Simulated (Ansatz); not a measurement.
Si (diamond), conventional cell a = 5.470 Å, b = 5.470 Å, c = 5.470 Å, α = 90.00°, β = 90.00°, γ = 90.00°. The calculation uses the primitive cell of 2 atoms, to which meshes and values per cell refer.

Equation-of-state scan: isotropic scaling of the cell above, V₀ being its volume. Symmetry pins the atoms to their sites.

Calculation: PBE (plane waves to 420 eV, PAW, scalar-relativistic; Ansatz, a quantum-chemistry and plane-wave program). k mesh 10×10×10 (Γ-centred), Fermi-Dirac smearing 0.05 eV. E stands for the smeared free energy. Si was relaxed with its symmetry unable to fall. The PAW data are Ansatz's earlier set. The zero of ΔE is the relaxed starting cell.

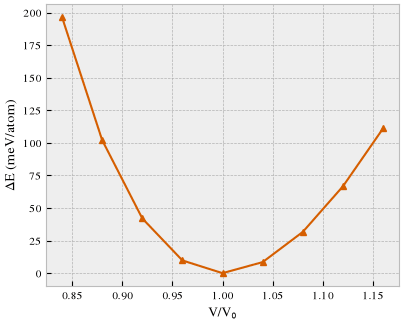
ΔE (meV/atom) against V/V₀; markers are the computed points, lines only join them.

Q: What is ΔE at V/V₀ = 1.160?

A: About 110 meV/atom.

Q: What is ΔE at V/V₀ = 0.840?

A: About 200 meV/atom.

Q: What bulk modulus B₀ follows from a third-order Birch-Murnaghan fit?

A: About 88 GPa.

(Under strain, the slope of the energy per volume gives the stress and its curvature an elastic modulus.)
